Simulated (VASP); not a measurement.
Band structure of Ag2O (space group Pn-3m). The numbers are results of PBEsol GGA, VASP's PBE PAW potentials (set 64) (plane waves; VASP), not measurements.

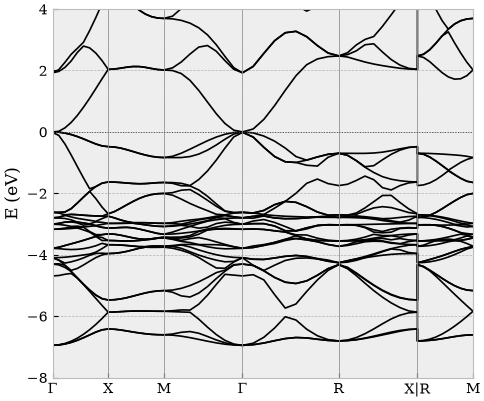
Figure: Bands along high-symmetry lines, zero at the valence-band maximum or, without a gap, the Fermi level

**Question.** Read the plot: is there a gap, and where are the band edges?

**Answer.** It has no gap at this level: it comes out as a metal or semimetal.

The structure is a typed Ag2O crystal (Pn-3m). The cell was not relaxed at this level. The k-mesh is coarse (spacing up to 0.33 per Å, 2π included), so the numbers may not be converged in it.
